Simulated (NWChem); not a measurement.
# A workflow on the pair SiH2O···CuNH2

Wanted: a single-point energy (singlet CuSiNH4O, HF/pcseg-1), then the energy (singlet SiH2O, HF/pcseg-1), then the energy (singlet CuNH2, HF/pcseg-1), then the energy (singlet SiH2O, HF/pcseg-1), then the energy (singlet CuNH2, HF/pcseg-1) of CuH4NOSi and its partners. 

The calculation is run with NWChem 7.3.0.

## (1) Starting point

CuSiNH4O: 8 atoms, total charge 0, spin state singlet. The two molecules were placed rigidly side by side, at 1.3 times their contact distance; the pair isn't optimised.

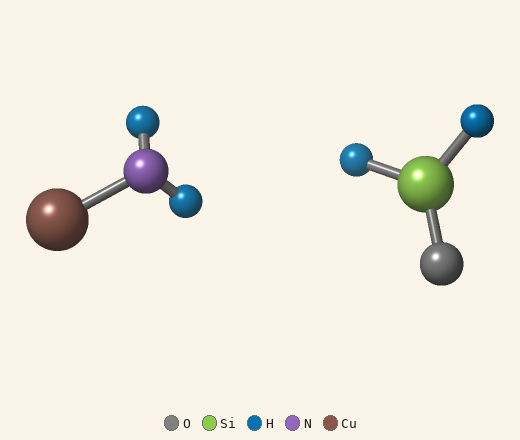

Viewed from a chosen angle; oxygen grey, silicon green, hydrogen blue, nitrogen purple, copper brown.

## (2) A single-point energy at HF/pcseg-1 (run 1)

File geom.nw:

```
start geom
title "CuH4NOSi hf"
memory total 2200 mb

geometry units atomic noautosym nocenter noautoz
  O   -0.53517044   0.78140175   2.77699033
  Si  -0.01266117   0.01851932   0.06598924
  H    0.83129052  -2.54357136  -0.71087717
  H   -0.28345892   1.74365030  -2.13214019
  N    2.83349315   8.18754079  -3.89011461
  Cu   2.49279442  11.62754154  -4.00880831
  H    2.64147807   7.54044187  -5.69429283
  H    1.28939793   7.50053086  -2.96577397
end

basis spherical bse
  * library pcseg-1
end

scf
  thresh 1e-08
  maxiter 80
  print low
end

task scf energy
```

Launch:

```bash
$ nwchem geom.nw > geom.out
```

The log of the run:

```text
[...]
  functions       =    97
[...]
  wavefunction    = RHF
[...]
         Total SCF energy =  -2059.156853964250
      One-electron energy =  -3289.980506572799
      Two-electron energy =   1021.793840949210
 Nuclear repulsion energy =    209.029811659340
        Time for solution =     39.1s
 Task  times  cpu:       40.0s     wall:       40.0s
[...]
```

It took 41 s on 1 thread of Intel Xeon Platinum 8275CL at 3.00GHz (Skylake/Cascade Lake), shared host; peak memory 0.098 GiB.

## (3) SiH2O: a single-point energy at HF/pcseg-1 (run 2)

File h2osi.nw:

```
START h2osi
TITLE "H2OSi hf"
memory stack 880 mb heap 220 mb global 1100 mb
charge 0
GEOMETRY units bohr noautosym nocenter noautoz
  O   -0.53517044   0.78140175   2.77699033
  Si  -0.01266117   0.01851932   0.06598924
  H    0.83129052  -2.54357136  -0.71087717
  H   -0.28345892   1.74365030  -2.13214019
END
BASIS spherical bse
  * library pcseg-1
END
SCF
  singlet
  rhf
  thresh 1e-08
  maxiter 80
  print low
END
TASK scf energy
```

Launch:

```bash
$ nwchem h2osi.nw > h2osi.out
```

The log of the run:

```text
[...]
  functions       =    42
[...]
  wavefunction    = RHF
[...]
         Total SCF energy =   -364.888630466953
      One-electron energy =   -610.149802506282
      Two-electron energy =    192.776381881115
 Nuclear repulsion energy =     52.484790158213
        Time for solution =      3.4s
 Task  times  cpu:        3.6s     wall:        3.6s
[...]
```

Run time: 4.2 s. Hardware: 1 thread of Intel Xeon Platinum 8275CL at 3.00GHz (Skylake/Cascade Lake), shared host; peak memory 0.097 GiB.

## (4) CuNH2: the energy at HF/pcseg-1 (run 3)

File test.nw:

```
echo
start test
memory 2200 mb

geometry units au noautosym nocenter noautoz
  N   2.83349315  8.18754079 -3.89011461
  Cu  2.49279442 11.62754154 -4.00880831
  H   2.64147807  7.54044187 -5.69429283
  H   1.28939793  7.50053086 -2.96577397
end

basis spherical bse
  * library pcseg-1
end

scf
  thresh 1e-08
  maxiter 80
  noprint "final vectors analysis"
end

task scf
```

Launch:

```bash
$ nwchem test.nw > test.out
```

The log of the run:

```text
[...]
  functions       =    55
[...]
  wavefunction    = RHF
[...]
         Total SCF energy =  -1694.266157119178
      One-electron energy =  -2525.413591236797
      Two-electron energy =    751.749912443915
 Nuclear repulsion energy =     79.397521673704
        Time for solution =     20.7s
[...]
```

Run time: 22 s. Hardware: 1 thread of Intel Xeon Platinum 8275CL at 3.00GHz (Skylake/Cascade Lake), shared host; peak memory 0.099 GiB.

## (5) SiH2O among ghost functions: a single-point energy at HF/pcseg-1 (with ghost functions) (run 4)

File h2osi.nw:

```
start h2osi
title "H2OSi hf"
memory total 2200 mb

geometry units angstrom noautosym nocenter noautoz
  O     -0.283200     0.413500     1.469520
  Si    -0.006700     0.009800     0.034920
  H      0.439900    -1.346000    -0.376180
  H     -0.150000     0.922700    -1.128280
  bqN      1.499420     4.332660    -2.058560
  bqCu     1.319130     6.153030    -2.121370
  bqH      1.397810     3.990230    -3.013290
  bqH      0.682320     3.969110    -1.569420
end

basis spherical bse
  O library pcseg-1
  Si library pcseg-1
  H library pcseg-1
  bqN library N pcseg-1
  bqCu library Cu pcseg-1
  bqH library H pcseg-1
end

scf
  thresh 1e-08
  maxiter 80
  print low
end

task scf energy
```

Launch:

```bash
$ nwchem h2osi.nw > h2osi.out
```

The log of the run:

```text
[...]
  functions       =    97
[...]
  wavefunction    = RHF
[...]
         Total SCF energy =   -364.888660634985
      One-electron energy =   -610.148986553179
      Two-electron energy =    192.775532122142
 Nuclear repulsion energy =     52.484793796052
        Time for solution =     19.6s
 Task  times  cpu:       20.0s     wall:       20.0s
[...]
```

It took 21 s on 1 thread of Intel Xeon Platinum 8275CL at 3.00GHz (Skylake/Cascade Lake), shared host; peak memory 0.099 GiB.

## (6) CuNH2 among ghost functions: a single-point energy at HF/pcseg-1 (with ghost functions) (run 5)

File cuh2n.nw:

```
start cuh2n
memory 2200 mb
charge 0

geometry units bohr noautosym nocenter noautoz
  N   2.83349315  8.18754079 -3.89011461
  Cu  2.49279442 11.62754154 -4.00880831
  H   2.64147807  7.54044187 -5.69429283
  H   1.28939793  7.50053086 -2.96577397
  bqO     -0.535170     0.781402     2.776990
  bqSi    -0.012661     0.018519     0.065989
  bqH      0.831291    -2.543571    -0.710877
  bqH     -0.283459     1.743650    -2.132140
end

basis spherical bse
  N library pcseg-1
  Cu library pcseg-1
  H library pcseg-1
  bqO library O pcseg-1
  bqSi library Si pcseg-1
  bqH library H pcseg-1
end

scf
  thresh 1e-08
  maxiter 80
  print low
end

task scf energy
```

Launch:

```bash
$ nwchem cuh2n.nw > cuh2n.out
```

The log of the run:

```text
[...]
  functions       =    97
[...]
  wavefunction    = RHF
[...]
         Total SCF energy =  -1694.266410483796
      One-electron energy =  -2525.405505459613
      Two-electron energy =    751.741573302113
 Nuclear repulsion energy =     79.397521673704
        Time for solution =     39.7s
 Task  times  cpu:       40.4s     wall:       40.4s
[...]
```

Wall time 41 s (1 thread of Intel Xeon Platinum 8275CL at 3.00GHz (Skylake/Cascade Lake), shared host); peak memory 0.098 GiB.

## (7) Summary of results

| quantity | value |
| --- | --- |
| run 1, HF/pcseg-1: total energy | -2059.15685 Eh |
| SiH2O: total energy | -364.88863 Eh |
| CuNH2: total energy | -1694.26616 Eh |
| CuNH2: dipole moment | 4.73 D |
| SiH2O among ghost functions: total energy | -364.88866 Eh |
| CuNH2 among ghost functions: total energy | -1694.26641 Eh |
| interaction energy of the rigid parts SiH2O and CuNH2 (parts in their own basis; closest atoms 3.19 Å apart) | -0.056 eV |
| interaction energy of the rigid parts SiH2O and CuNH2 (parts in the whole basis, counterpoise; closest atoms 3.19 Å apart) | -0.049 eV |

**Reading.** The interaction energy of the rigid parts SiH2O and CuNH2 (parts in their own basis; closest atoms 3.19 Å apart) is −0.06 eV (−1.3 kcal/mol): the parts attract. Without counterpoise this holds the superposition error of the basis. The interaction energy of the rigid parts SiH2O and CuNH2 (parts in the whole basis, counterpoise; closest atoms 3.19 Å apart) is −0.05 eV (−4.7 kJ/mol): the parts attract. The basis-set superposition error is 0.7 kJ/mol.
